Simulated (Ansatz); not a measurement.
| atom | x (Å) | y (Å) | z (Å) |
| --- | --- | --- | --- |
| Si | -0.5071 | -1.0694 | 0.7367 |
| S | 1.5720 | -0.6047 | 1.0451 |
| H | -0.5772 | -1.6565 | -0.6292 |
| H | -0.9882 | -2.0693 | 1.7352 |
| H | -1.3710 | 0.1433 | 0.8331 |
| H | 0.9023 | 1.2399 | -0.9690 |
| N | 0.2234 | 1.5433 | -1.6672 |
| H | 1.3879 | -0.0509 | 2.2633 |
| H | -0.0298 | 0.7108 | -2.1976 |
| H | -0.6122 | 1.8135 | -1.1505 |

Theory: UKS PBE0/def2-SVP (Ansatz 0.2.0).

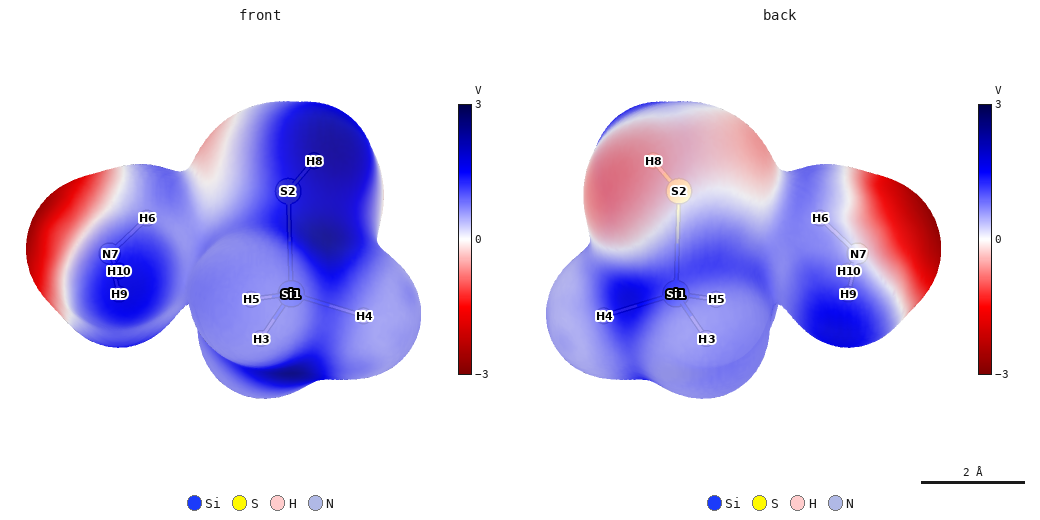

H4SSi···NH3. The electrostatic potential painted on the density surface at 0.004 e/bohr³, seen from the front and from behind; the colour scale runs from red (negative) to blue (positive).

Q: Where is the surface potential most negative and most positive?

A: The most negative region (about −2.6 V) lies over N7, the most positive (about +2.3 V) over Si1. N7 is the likeliest acceptor of a hydrogen bond.
